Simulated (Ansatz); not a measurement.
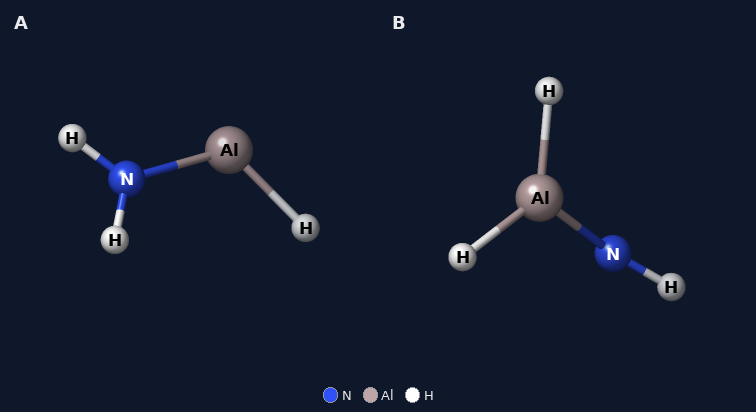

2 stationary structures of one formula. Charge 0, doublet. Geometries: PBE0-D4/def2-TZVP. Electronic energies: UHF-CCSD(T) (frozen core)/def2-TZVPP (Ansatz 0.2.0), without zero-point energy. No frequency run is at hand to confirm each as a minimum.

Rank them by energy, lowest first.

Answer. A is lowest (Cs); B lies 1.400 eV above it (Cs).

Give E(B) − E(A) in eV at these levels too: UHF-CCSD(T) (frozen core)/def2-TZVPP; PBE-D4/def2-TZVPP; PBE0-D4/def2-TZVPP; ωB97M-V/def2-TZVPP; r2SCAN-D4/def2-TZVPP; B3LYP-D4/def2-TZVPP; PBE0-D4/def2-TZVP.

```tsv
level	E(B) − E(A) (eV)
UHF-CCSD(T) (frozen core)/def2-TZVPP	+1.400
PBE-D4/def2-TZVPP	+1.531
PBE0-D4/def2-TZVPP	+1.487
ωB97M-V/def2-TZVPP	+1.326
r2SCAN-D4/def2-TZVPP	+1.396
B3LYP-D4/def2-TZVPP	+1.345
PBE0-D4/def2-TZVP	+1.468
```
